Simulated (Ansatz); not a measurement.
## Electronic structure of BFH₄O₂Si (SMILES O[SiH2]B(O)F) in real space

```
atom    x (Å)    y (Å)    z (Å)
   O   1.1525   0.6501   1.7030
  Si   0.8376  -0.4398   0.5002
   B  -0.7015   0.1940  -0.6709
   O  -0.9680  -0.3816  -1.8590
   F  -1.4885   1.1969  -0.2504
   H   0.4010   1.0981   2.0929
   H   2.0933  -0.5798  -0.2781
   H   0.4933  -1.7816   1.0563
   H  -1.7313  -0.0026  -2.3111
```

Geometry: PBE0-D4/def2-TZVP.

Method: RKS PBE0-D4/def2-TZVPP in Ansatz.

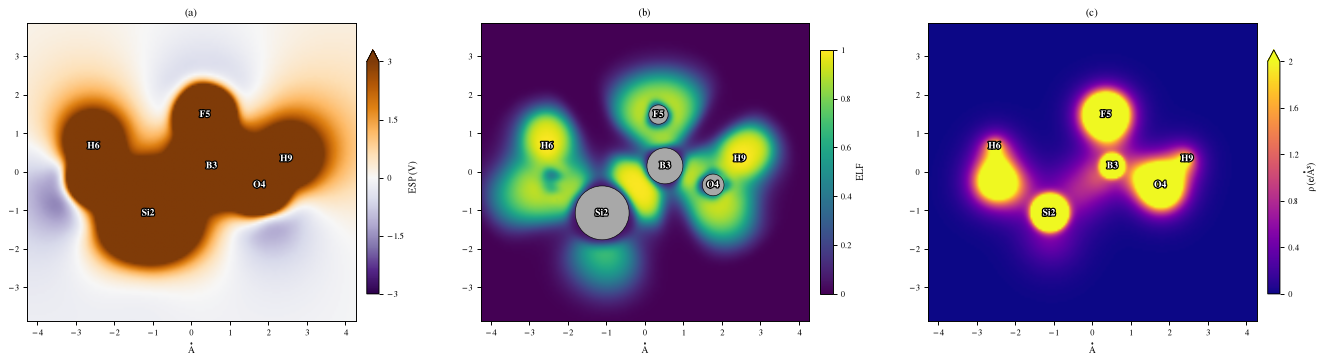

Figure 1. (a) molecular electrostatic potential; (b) electron localisation function; (c) electron density on the plane of atoms O4, B3 and F5. Grey discs cover the atomic cores in the ELF map.

Q: Interpret the plot.

A:
- The section cuts through Si, B, O, F and H sites.
- B–F (1.34 Å): the density is about 2.1 e/Å³ at the midpoint; the ELF peaks at about 0.85 between the atoms, as expected for a polar covalent bond.
- B–O (1.35 Å): the density is about 2.2 e/Å³ at the midpoint; the ELF peaks at about 0.90 between the atoms (a polar covalent bond).
- Si–B (2.04 Å): ρ at the midpoint is about 0.81 e/Å³; the ELF peaks at about 1 between the atoms: a shared electron pair.
- O–H (0.96 Å): ρ is about 3.8 e/Å³ halfway; the ELF climbs to about 1 towards the hydrogen, as it does in any bond to H; an ordinary covalent bond to hydrogen.
- The ELF also peaks beside O4, O1 and F5, away from the bonds: lone-pair regions.
- Outside the dense part of the molecule the potential is most negative (−1.6 V) near O1, which lies off the plane.

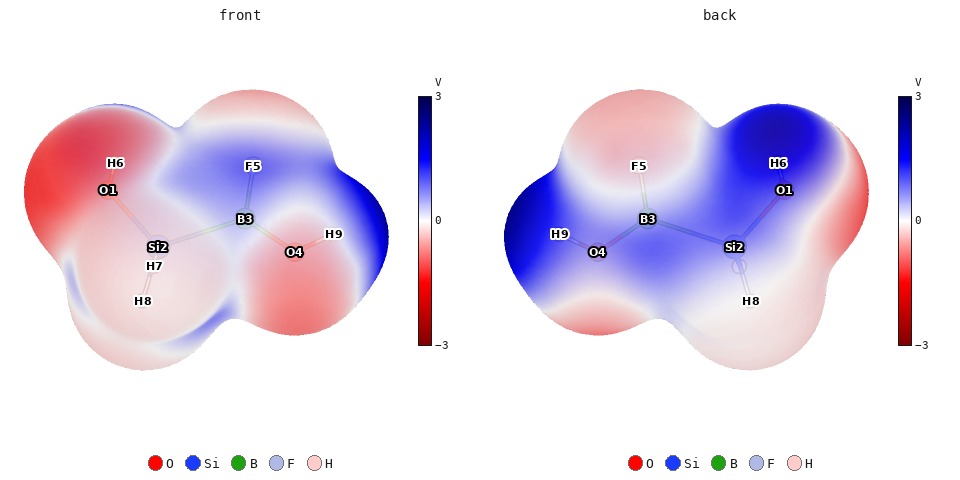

Figure 2. The molecular electrostatic potential painted on the density surface at 0.001 e/bohr³, seen from the front and from behind; red is negative and blue positive.

Q: Where is the surface potential most negative and most positive?

A: The most negative region (about −1.2 V, or −28 kcal/mol for a unit charge) lies over O1, the most positive (about +2.3 V, or +53 kcal/mol for a unit charge) over H9. O1 is the likeliest acceptor of a hydrogen bond.

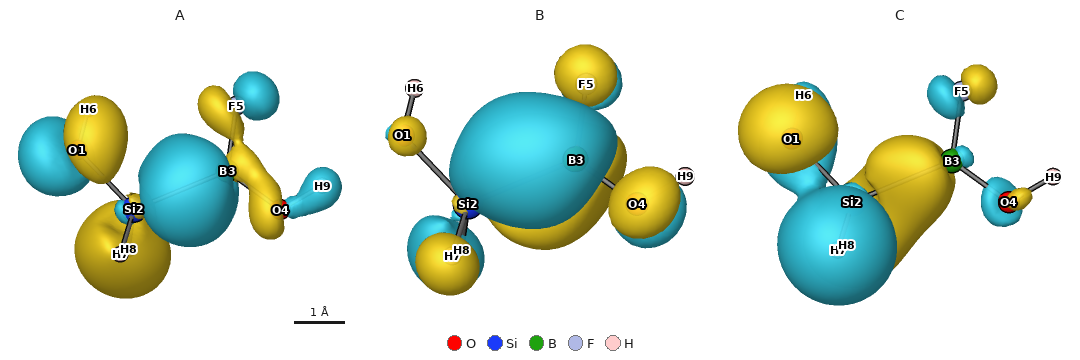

Figure 3. Three frontier orbitals at ±0.1 Å⁻³ᐟ² (yellow and cyan are the two phases), in no order.

Q: Which picture is the HOMO−1, the HOMO and the LUMO?

A: C is the HOMO−1 (−8.90 eV). By Hirshfeld shares it lies mainly on Si2 (about 30 %), O1 (about 25 %), H7 (about 20 %), H8 (about 10 %) and B3 (about 5 %). A is the HOMO (−8.21 eV). Its weight (Hirshfeld) is mainly on Si2 (about 25 %), O1 (about 25 %), B3 (about 25 %) and H8 (about 15 %). B is the LUMO (−0.54 eV). Its weight (Hirshfeld) is mainly on B3 (about 45 %), Si2 (about 25 %), O4 (about 10 %) and F5 (about 10 %).

Q: What is the HOMO–LUMO gap?

A: 7.67 eV between the orbital energies.

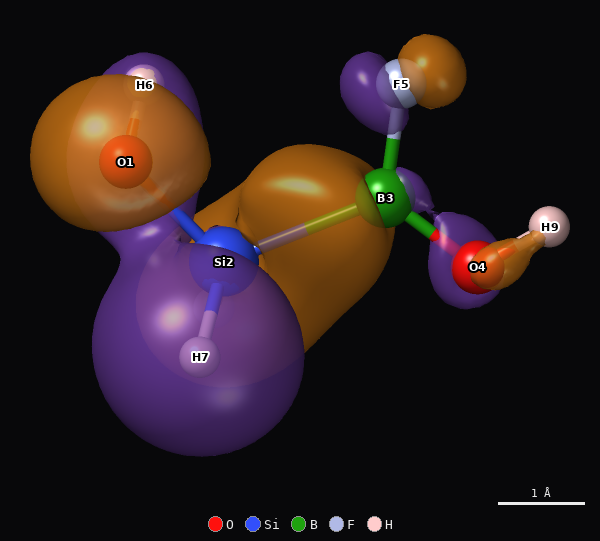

Figure 4. The HOMO−1 at ±0.08 Å⁻³ᐟ² (orange and purple are the two phases), seen across its widest extent.

Q: Describe this orbital and give its energy.

A: By Hirshfeld shares it lies mainly on Si2 (about 30 %), O1 (about 25 %), H7 (about 20 %), H8 (about 10 %) and B3 (about 5 %). Its energy is −8.90 eV.
